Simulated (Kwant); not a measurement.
System: GaN/Al0.2Ga0.8N stack with 3 barriers. One parabolic valley. Leads of mass 0.2 mₑ with the band edge at 0; grid 0.1 nm; bias swept from 0.014 to 0.4369 V, dropping linearly over the stack. Emitter Fermi level 0.022 eV, 300 K, equal in the collector.

```json
[
 {"layer": "1", "thickness (nm)": "1.1", "band offset (eV)": "0.35", "mass (mₑ)": "0.22"},
 {"layer": "2", "thickness (nm)": "1.7", "band offset (eV)": "0", "mass (mₑ)": "0.2"},
 {"layer": "3", "thickness (nm)": "1.1", "band offset (eV)": "0.35", "mass (mₑ)": "0.22"},
 {"layer": "4", "thickness (nm)": "1.7", "band offset (eV)": "0", "mass (mₑ)": "0.2"},
 {"layer": "5", "thickness (nm)": "1.1", "band offset (eV)": "0.35", "mass (mₑ)": "0.22"}
]
```

Constants are typed, rounded textbook-type inputs, not results; the design itself was drawn at random and stands for no fabricated device.

Model: one-band effective-mass tight-binding model in one dimension, coherent, no space charge, current by the Tsu-Esaki formula (Kwant).

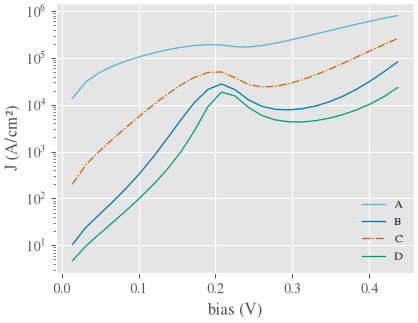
Fig. 1. J (A/cm²) of 4 runs

| bias (V) | A | B | C | D |
|---|---|---|---|---|
| 0.01400 | 13600 | 10.3 | 201 | 4.69 |
| 0.03162 | 30900 | 24.2 | 522 | 9.67 |
| 0.04924 | 48700 | 45.7 | 1030 | 17.6 |
| 0.08448 | 86400 | 168 | 3360 | 56.3 |
| 0.1021 | 107000 | 351 | 5880 | 104 |
| 0.1373 | 149000 | 1900 | 16700 | 420 |
| 0.1550 | 168000 | 4730 | 26400 | 983 |
| 0.1726 | 184000 | 11100 | 38400 | 2750 |
| 0.2078 | 188000 | 27800 | 50100 | 18600 |
| 0.2255 | 174000 | 21000 | 37700 | 15400 |
| 0.2607 | 183000 | 9220 | 23900 | 5870 |
| 0.2783 | 207000 | 7980 | 24700 | 4740 |
| 0.2959 | 238000 | 7760 | 28200 | 4320 |
| 0.3312 | 326000 | 9480 | 43800 | 4590 |
| 0.3488 | 382000 | 11700 | 57600 | 5200 |
| 0.3840 | 525000 | 21600 | 105000 | 7830 |
| 0.4017 | 610000 | 32400 | 143000 | 10500 |
| 0.4369 | 800000 | 81900 | 259000 | 23200 |

Q: Column A is the base. The others each differ by one change: temperature 300 → 150 K; temperature 300 → 4 K; temperature 300 → 77 K. Which is which?

A: B: temperature 300 → 77 K; C: temperature 300 → 150 K; D: temperature 300 → 4 K.
